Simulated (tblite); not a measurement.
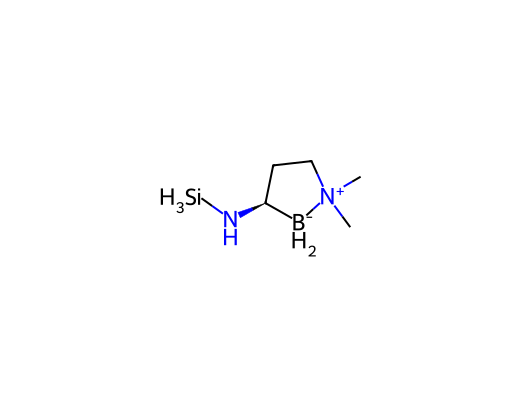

The picture comes from a calculation with tblite.

2D structure.

### Transcribe the drawing into SMILES.

C[N+]1(C)[BH2-][C@@H](N[SiH3])CC1

### Give the formula, hydrogens included.

C5H17BN2Si.

### An optimisation with GFN2-xTB gave a structure of which point group?

C1.
